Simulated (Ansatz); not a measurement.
Start from Na in the bcc (W type) structure (space group Im-3m, No. 229; a = 4.197 Å).

Structures relaxed with PBE in Ansatz (plane waves to 420 eV, PAW, no spin-orbit coupling), earlier PAW set.

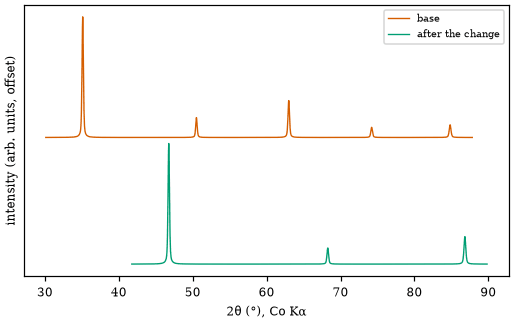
Figure: Simulated powder patterns before (top) and after one change

Q: Which of these changes matches the shifts?
A. pressure 15 GPa
B. pressure −1 GPa
C. pressure 2.1 GPa
D. pressure 30 GPa

A: D, pressure 30 GPa. Its volume per atom is 16.24 Å³ against 36.96 Å³, and its space group is Im-3m (No. 229).

Load acts through the strain it causes; cell and atoms are relaxed under it. No phonon test of stability was made. No other phases were tried under pressure.

Ansatz is a program for electronic structure.
